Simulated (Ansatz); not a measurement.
We consider CaB6-type CaB₆, described by revPBE in Ansatz (plane waves, PAW).

Run with plane-wave cutoff 520 eV, 8×8×8 k mesh, Fermi–Dirac smearing 0.01 eV, scalar-relativistic PAW data made under PBE.

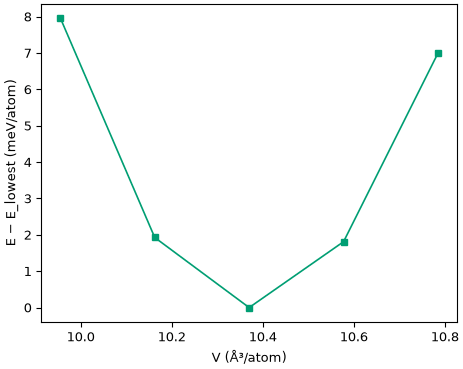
*Total energy against volume*

Q: From the curve, estimate the equilibrium volume and the bulk modulus.

A: V0 ≈ 10.4 Å³/atom and B0 ≈ 140 GPa; the fit gives V0 = 10.370 Å³/atom, B0 = 144 GPa, B′ = 3.9.

Shape and atoms are relaxed at each volume.

Measured, for comparison: bulk modulus 170 ± 5 GPa (room temperature, not corrected to a static lattice; as tabulated in Structural stability and vibrational characteristics of CaB6 under high …); equilibrium volume per atom 10.22 Å³/atom (temperature not stated, not corrected to a static lattice; as tabulated in Singh (2010), arXiv:1009.1807). Computed (rounded) less measured: bulk modulus -15 %, equilibrium volume per atom +1.5 %.

Note: the bulk modulus comes from volumes at which shape and atoms were relaxed.

The computed numbers hold no vibrational or temperature effects.

The result took about 110 core-seconds (a rough figure).

Ansatz is an electronic-structure program.
